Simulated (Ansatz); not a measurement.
## Fields on a plane of Ba3PbO (anti-perovskite)

```
CELL_PARAMETERS angstrom
      5.41311     0.00000     0.00000
      0.00000     5.41311     0.00000
      0.00000     0.00000     5.41311
ATOMIC_POSITIONS crystal
  Ba 0.50000 0.00000 0.50000
  Ba 0.00000 0.50000 0.50000
  Ba 0.50000 0.50000 0.00000
  Pb 0.00000 0.00000 0.00000
  O  0.50000 0.50000 0.50000
```

The slice is a {210} plane (indices of the conventional cell) through the point (0.000, 0.500, 0.500) (fractional), spanned by u = [100] and v = [021] in vectors of this cell: u (5.41 Å) and v (12.10 Å, at 90° to u). It covers one period; positions are fractions (u, v).

Atoms on it: Ba at (0.00, 0.00); Ba at (0.50, 0.50); O at (0.50, 0.00).

Method: PBEsol (plane waves to 420 eV, PAW, scalar-relativistic; Ansatz, a program for electronic structure). k mesh 9×9×9. Inside the PAW spheres the values are not all-electron values, and peaks at nuclei hang on which shells count as valence. At this level the bands of Ba3PbO touch or barely overlap. Ba3PbO was relaxed with its symmetry unable to fall. Spin-orbit coupling is left out, though Pb is heavy.

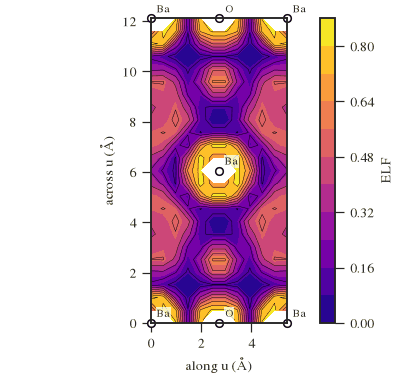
Electron localisation function (ELF), one period of the plane, atoms marked. Points within 0.5 Å of a nucleus are left white, as the pseudised field means little there.

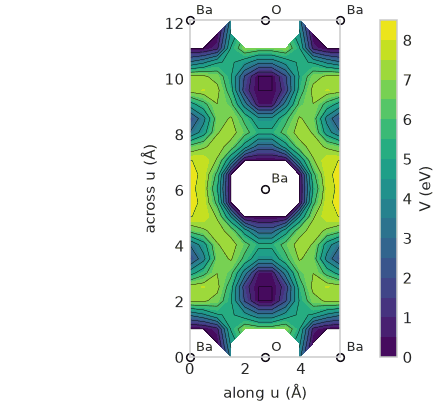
Figure. Electrostatic potential energy of an electron, from the cell's mean, in eV, one period of the plane, atoms marked. Points within 1 Å of a nucleus are left white, as the pseudised field means little there. Values under 0 eV are set to 0. The zero, the cell's mean, hangs on the PAW cores.
